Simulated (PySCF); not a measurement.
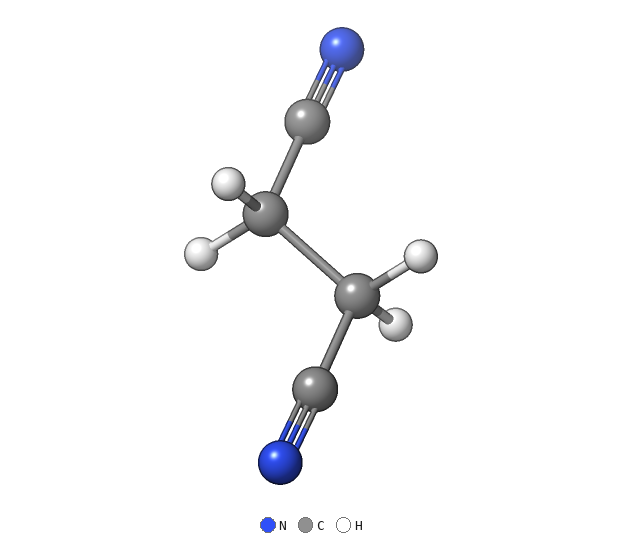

Ball-and-stick drawing of a structure.

The computed structure is the end point of a PBE0-D3(BJ)/def2-TZVP optimisation. No frequency run is at hand to confirm it as a minimum.

> What is the molecular formula?

C4H4N2, 10 atoms: 4 carbon, 4 hydrogen and 2 nitrogen.

> How many bonds of each kind are drawn?

4 C–H, 3 C–C, 2 C–N.

> Write the SMILES.

N#CCCC#N

The parts below concern this one geometry. Atoms keep their numbers from picture to picture.

## Bond orders

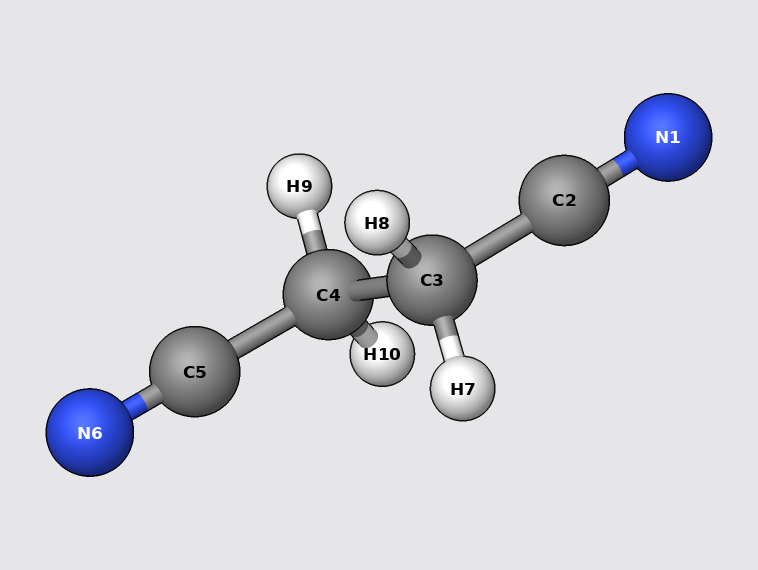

Every bond is drawn as one stick. No frequency run is at hand to confirm it as a minimum. Computed with PBE0/pcSseg-2 (PySCF 2.14.0).

> Which bond has the highest Mayer bond order?

N1–C2 and C5–N6, 3.04, at a length of 1.149 Å.

List the Mayer bond orders of C3–C4, C2–C3, C3–H8, C3–H7, N1–C2 (one bond of each equivalent set). Atoms whose distances differ by more than 0.02 Å in this geometry are listed apart.

```json
{"bond": "C3–C4", "Mayer order": "0.94", "length (Å)": "1.536"}
{"bond": "C2–C3", "Mayer order": "0.95", "length (Å)": "1.453"}
{"bond": "C3–H8", "Mayer order": "0.98", "length (Å)": "1.092"}
{"bond": "C3–H7", "Mayer order": "0.98", "length (Å)": "1.092"}
{"bond": "N1–C2", "Mayer order": "3.04", "length (Å)": "1.149"}
```

## Quadrupole coupling

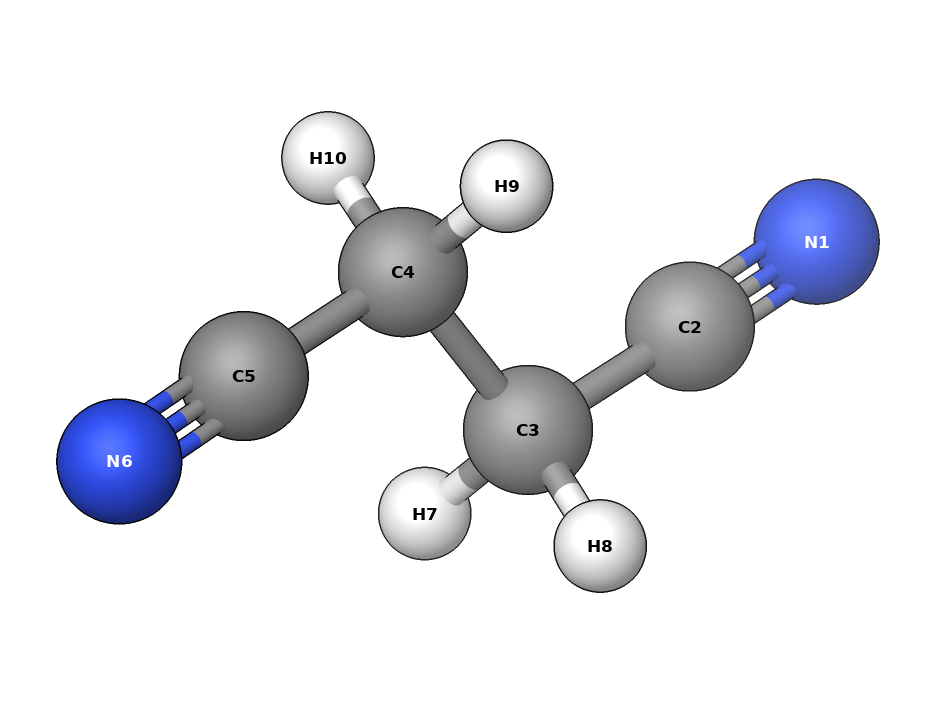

No frequency run is at hand to confirm it as a minimum. Electric field gradients from the ground-state density, PBE0/pcSseg-2 (PySCF 2.14.0), non-relativistic apart from any core potentials.

Give the largest field-gradient component, the quadrupole coupling constant and the asymmetry for 14N at N1 (Q = 20.44 mb), 2H at H7 (Q = 2.86 mb), 2H at H8 (Q = 2.86 mb).

```
atom  V_zz (a.u.)  e²qQ/h (MHz)     η
  N1       −1.001         −4.81  0.05
  H7        0.275         0.185  0.04
  H8        0.274         0.184  0.04
```

## Electronic properties

No frequency run is at hand to confirm it as a minimum. Level of theory: KT3/pcSseg-2, gas phase (PySCF 2.14.0).

What does the calculation give?

- dipole moment: 0.07 D
- HOMO energy (Kohn–Sham orbital): −8.54 eV
- LUMO energy (Kohn–Sham orbital): −1.27 eV
- HOMO–LUMO gap: 7.26 eV
